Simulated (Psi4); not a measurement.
# SVWN5/pcseg-2 run of GeSe (Germanium monoselenide)

Aim: the energy change on altering one bond length of GeSe (Germanium monoselenide) at SVWN5/pcseg-2, from 2 runs. 

The results are computed with Psi4 1.11.

1 further run of the same task is left out (set aside as unsound or not needed).

## Step 1: The system as given

GeSe: 2 atoms, total charge 0, spin state singlet. As SMILES, `[Ge-]#[Se+]`. The bond length is the measured one.

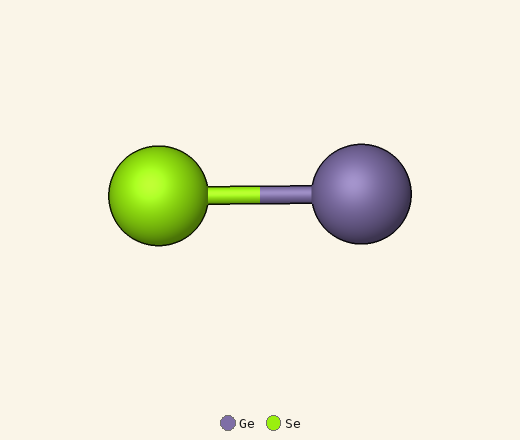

The structure, seen from a chosen angle (germanium purple, selenium green).

## Step 2: Energy and one-electron properties at SVWN5/pcseg-2

The input, job.in:

```
memory 1.6 GB

molecule geom {
  0 1
  Ge     0.000000     0.000000     0.000000
  Se     0.000000     0.000000     2.134629
  no_reorient
  no_com
}

set globals {
  basis pcseg-2
  scf_type direct
}

e, wfn = energy('scf', dft_functional={"name": "SVWN5", "x_functionals": {"LDA_X": {}}, "c_functionals": {"LDA_C_VWN": {}}}, return_wfn=True)
oeprop(wfn, 'MULTIPOLE(3)', 'MBIS_CHARGES', 'DIPOLE', 'LOWDIN_CHARGES', 'WIBERG_LOWDIN_INDICES', title='SCF')
print_variables()
```

Run with:

```sh
$ psi4 -i job.in -o job.out -n 1
```

job.out:

```text
[...]
  Running in c2v symmetry.
[...]
  Nuclear repulsion =  269.716566770600423
[...]
  Multiplicity = 1
[...]
  Nalpha       = 33
  Nbeta        = 33
[...]
    Number of basis functions: 86
[...]
   @DF-RKS iter   1: -4470.63037391648959   -3.98600e+00   5.32108e-02 DIIS/ADIIS
[...]
   @RKS iter  12: -4472.16639468143603   -1.06365e-08   6.69794e-07 DIIS
[...]
    Orbital Energies [Eh]
    ---------------------
    Doubly Occupied:
       1A1  -451.208416     2A1  -396.249361     3A1   -57.257538
       1B1   -51.459535     1B2   -51.459535     4A1   -51.459054
       5A1   -49.048941     2B1   -43.713984     2B2   -43.713984
       6A1   -43.711242     7A1    -7.499168     8A1    -5.961537
       3B1    -5.506352     3B2    -5.506352     9A1    -5.505632
       4B1    -4.197910     4B2    -4.197910    10A1    -4.190433
      11A1    -1.966088     1A2    -1.965643    12A1    -1.965611
       5B2    -1.965388     5B1    -1.965388     2A2    -1.122944
      13A1    -1.122931    14A1    -1.118871     6B2    -1.117892
       6B1    -1.117892    15A1    -0.634613    16A1    -0.425484
       7B2    -0.249902     7B1    -0.249902    17A1    -0.248945
[...]
  @RKS Final Energy: -4472.16639468143603
   => Energetics <=
    Nuclear Repulsion Energy =            269.7165667706004228
    One-Electron Energy =               -6777.7564049732100102
    Two-Electron Energy =                2195.5267196524437168
    DFT Exchange-Correlation Energy =    -159.6532761312699620
    Empirical Dispersion Energy =           0.0000000000000000
    VV10 Nonlocal Energy =                  0.0000000000000000
    Total Energy =                      -4472.1663946814360315
[...]
 Multipole Moments:
 ------------------------------------------------------------------------------------
     Multipole            Electronic (a.u.)      Nuclear  (a.u.)        Total (a.u.)
 ------------------------------------------------------------------------------------
 L = 1.  Multiply by 2.5417464519 to convert [e a0] to [Debye]
 Dipole X            :          0.0000000            0.0000000            0.0000000
 Dipole Y            :          0.0000000            0.0000000            0.0000000
 Dipole Z            :       -137.8133373          137.1513824           -0.6619549
 Magnitude           :                                                    0.6619549
[...]
```

It took 6.3 s on 1 thread of INTEL XEON PLATINUM 8581C at 2.30GHz (Emerald Rapids), shared host; peak memory 0.3 GiB.

Atomic charges (e):

```csv
atom,Löwdin,MBIS
Ge1,-0.070,+0.303
Se2,+0.070,-0.303
```

## Step 3: The distorted shape, same level

The input, job.in:

```
memory 1600 mb

molecule mol {
  0 1
  Ge
  Se 1 2.113806
  units angstrom
  no_reorient
  no_com
}

set basis pcseg-2
set scf_type direct

e_tot, wfn = energy('scf', dft_functional={"name": "SVWN5", "x_functionals": {"LDA_X": {}}, "c_functionals": {"LDA_C_VWN": {}}}, return_wfn=True)
oeprop(wfn, 'MULTIPOLE(3)', 'MBIS_CHARGES', 'DIPOLE', 'LOWDIN_CHARGES', 'WIBERG_LOWDIN_INDICES')
```

Run with:

```sh
$ psi4 -n 1 job.in job.out
```

job.out:

```text
[...]
  Running in c2v symmetry.
[...]
  Nuclear repulsion =  272.373531539299279
[...]
  Multiplicity = 1
[...]
  Nalpha       = 33
  Nbeta        = 33
[...]
    Number of basis functions: 86
[...]
   @DF-RKS iter   1: -4470.62291737639771   -3.95042e+00   5.32762e-02 ADIIS/DIIS
[...]
   @RKS iter  12: -4472.16608743707548   -9.44692e-09   6.49015e-07 DIIS
[...]
    Orbital Energies [Eh]
    ---------------------
    Doubly Occupied:
       1A1  -451.208452     2A1  -396.247677     3A1   -57.257785
       1B2   -51.459770     1B1   -51.459770     4A1   -51.459235
       5A1   -49.047499     2B1   -43.712520     2B2   -43.712520
       6A1   -43.709740     7A1    -7.499599     8A1    -5.960264
       3B2    -5.506801     3B1    -5.506801     9A1    -5.506048
       4B1    -4.196620     4B2    -4.196620    10A1    -4.189220
      11A1    -1.966624     1A2    -1.966119    12A1    -1.966088
       5B1    -1.965859     5B2    -1.965859     2A2    -1.121678
      13A1    -1.121664    14A1    -1.118007     6B1    -1.116748
       6B2    -1.116748    15A1    -0.637503    16A1    -0.424401
       7B1    -0.251628     7B2    -0.251628    17A1    -0.248413
[...]
  @RKS Final Energy: -4472.16608743707548
   => Energetics <=
    Nuclear Repulsion Energy =            272.3735315392992788
    One-Electron Energy =               -6783.0809844868135770
    Two-Electron Energy =                2198.2029224716879980
    DFT Exchange-Correlation Energy =    -159.6615569612497438
    Empirical Dispersion Energy =           0.0000000000000000
    VV10 Nonlocal Energy =                  0.0000000000000000
    Total Energy =                      -4472.1660874370754755
[...]
 Multipole Moments:
 ------------------------------------------------------------------------------------
     Multipole            Electronic (a.u.)      Nuclear  (a.u.)        Total (a.u.)
 ------------------------------------------------------------------------------------
 L = 1.  Multiply by 2.5417464519 to convert [e a0] to [Debye]
 Dipole X            :          0.0000000            0.0000000            0.0000000
 Dipole Y            :          0.0000000            0.0000000            0.0000000
 Dipole Z            :          0.5121783           -1.1427186           -0.6305403
 Magnitude           :                                                    0.6305403
[...]
```

Run time: 6 s. Hardware: 1 thread of INTEL XEON PLATINUM 8581C at 2.30GHz (Emerald Rapids), shared host; peak memory 0.3 GiB.

Atomic charges (e):

```csv
atom,Löwdin,MBIS
Ge1,-0.083,+0.297
Se2,+0.083,-0.297
```

## Step 4: Results

Level: SVWN5/pcseg-2.

| quantity | value |
| --- | --- |
| first shape: total energy | -4472.16639 Eh |
| first shape: dipole moment | 1.68 D |
| first shape: HOMO energy | -6.77 eV |
| first shape: LUMO energy | -3.35 eV |
| first shape: HOMO–LUMO gap | 3.42 eV |
| distorted shape: total energy | -4472.16609 Eh |
| distorted shape: dipole moment | 1.60 D |
| distorted shape: HOMO energy | -6.76 eV |
| distorted shape: LUMO energy | -3.31 eV |
| distorted shape: HOMO–LUMO gap | 3.45 eV |
| energy change with the Ge1–Se2 bond shortened from 2.135 to 2.114 Å | 0.008 eV |

**Reading.** With the Ge1–Se2 bond shortened from 2.135 to 2.114 Å the energy rises by 0.01 eV (0.8 kJ/mol). The first shape isn't relaxed at this level, so the change isn't measured from a minimum.
